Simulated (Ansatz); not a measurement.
## Run report: GeH₂O₂, frequency calculation

System: GeH₂O₂.
Method: MP2/6-31G*, RHF (Ansatz 0.2.0).

The geometry was optimised with MP2/6-31G*. Figures and captions count atoms from 1; the log counts them from 0 in places.

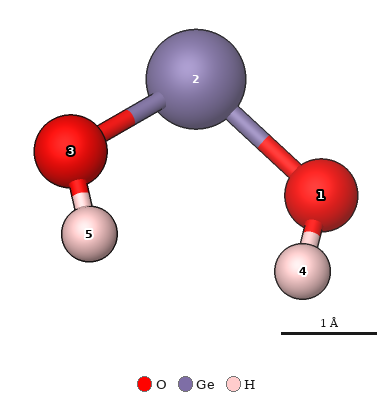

Figure 1. The structure (ball-and-stick view, seen at a tilt; atoms are numbered from 1 in the order of the input). Sticks mark near contacts.

**Input**
```yaml
crystal:
  periodic: [false, false, false]
  atoms:
    - {symbol: O, position_ang: [-1.350628, -0.100024, -0.380740]}
    - {symbol: Ge, position_ang: [-0.318522, -0.901136, 0.861014]}
    - {symbol: O, position_ang: [1.291417, -0.143114, 0.573825]}
    - {symbol: H, position_ang: [-0.909502, 0.553676, -0.953554]}
    - {symbol: H, position_ang: [1.337236, 0.516999, -0.141845]}
basis:
  gaussian:
    orbitals: "6-31G*"
correlation:
  method: mp2
phonons:
  temperatures: {t_min: 298.15, t_max: 298.15, t_step: 1}
```

Run on 1 thread of Arm Neoverse V1, 24 GiB of memory available, shared host.

Run as:
```bash
ansatz run input.yaml --threads 1 --pin off --max-ram 3480MiB --events-out events.jsonl --progress --plain --runs-dir runs
```

**The program's output**
```
Functional definition: HF
  name "HF"
  exchange = exact_x
  correlation = 0
these checks for a lower state are left out or cut short: cluster_reference
702 factors; integrals over basis functions are off by at most 3.2e-4 eV
mean field evaluation 1: about -60568.3622 eV, gradient 4.6e1 eV
mean field evaluation 2: about -60568.3860 eV, gradient 4.6e1 eV
mean field evaluation 4: about -60572.4249 eV, gradient 2.5e0 eV
mean field evaluation 8: about -60572.4559 eV, gradient 4.7e-4 eV
mean field -60572.45588956 eV, -2225.9966964560 hartree, gradient 5.5e-6 eV, S^2 0.000000; 0 other end points of the search recorded, 0 dependent functions left out
11 core orbitals not correlated: weight in the atoms' cores, before any rotation towards them, 1.000 or more for the frozen orbitals, at most 0.000 for the correlated occupied ones
reference -60572.45588956 eV, -2225.9966964560 hartree; 14, 14 occupied and 44, 44 virtual orbitals, 702 factors
second order -16.80727289 eV of doubles, -0.00000000 eV of singles
the calculation of the forces begins
these checks for a lower state are left out or cut short: starts, cluster_reference, orbital_swaps, neighbouring_geometries, increment
702 factors; integrals over basis functions are off by at most 3.2e-4 eV
mean field evaluation 16: about -60572.4590 eV, gradient 6.7e-5 eV
mean field -60572.45896599 eV, -2225.9968095127 hartree, gradient 1.8e-6 eV, S^2 0.000000; 0 other end points of the search recorded, 0 dependent functions left out
[... from here on the field's lines of each further geometry are left out, up to the last ...]
11 core orbitals not correlated: weight in the atoms' cores, before any rotation towards them, 1.000 or more for the frozen orbitals, at most 0.000 for the correlated occupied ones
reference -60572.45834649 eV, -2225.9967867466 hartree; 14, 14 occupied and 44, 44 virtual orbitals, 702 factors
second order -16.80473332 eV of doubles, -0.00000000 eV of singles
the calculation of the forces begins
these checks for a lower state are left out or cut short: starts, cluster_reference, orbital_swaps, neighbouring_geometries, increment
702 factors; integrals over basis functions are off by at most 3.2e-4 eV
mean field -60572.45326314 eV, -2225.9965999371 hartree, gradient 1.7e-6 eV, S^2 0.000000; 0 other end points of the search recorded, 0 dependent functions left out
11 core orbitals not correlated: weight in the atoms' cores, before any rotation towards them, 1.000 or more for the frozen orbitals, at most 0.000 for the correlated occupied ones
reference -60572.45326314 eV, -2225.9965999371 hartree; 14, 14 occupied and 44, 44 virtual orbitals, 702 factors
second order -16.80981554 eV of doubles, -0.00000000 eV of singles
the calculation of the forces begins
Total energy: -60589.26316245 eV, -2226.6143523424 hartree
Atom 0 at    -1.350628    -0.100024    -0.380740 Å, force     0.000247     0.000242    -0.000245 eV/Å
Atom 1 at    -0.318522    -0.901136     0.861014 Å, force    -0.000035    -0.000058     0.000119 eV/Å
Atom 2 at     1.291417    -0.143114     0.573825 Å, force    -0.000044     0.000240    -0.000365 eV/Å
Atom 3 at    -0.909502     0.553676    -0.953554 Å, force    -0.000267    -0.000215     0.000173 eV/Å
Atom 4 at     1.337236     0.516999    -0.141845 Å, force     0.000099    -0.000210     0.000319 eV/Å
Dipole moment:     0.111485     0.300777    -0.294998 e Å
Vibrations: 270.44 324.42 462.45 670.86 685.36 732.57 905.63 3753.99 3754.42 cm⁻¹, zero-point energy 0.716638 eV
Checks for a lower state left out: cluster_reference
```

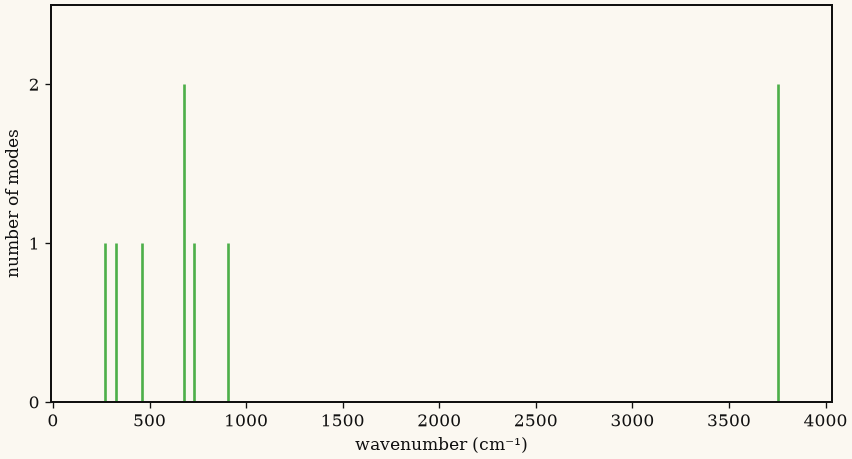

Figure 2. Harmonic vibrational wavenumbers from the force constants; neighbouring modes closer than 16 cm⁻¹ are counted in one stick. 9 modes from 270 to 3754 cm⁻¹, none imaginary.

**Key numbers**

- outcome: converged
- total energy: −2226.614352 hartree
- SCF energy: −2225.996696 hartree
- MP2 energy: −2226.614352 hartree
- correlation energy: −0.617656 hartree
- basis functions: 69
- largest force: 0.000 eV/Å
- SCF solution under orbital rotations: stable
- zero-point energy: 0.026336 hartree
- wavenumbers, lowest and highest: 270 and 3754 cm⁻¹
- wall time: 58 s
- peak memory: 0.14 GiB
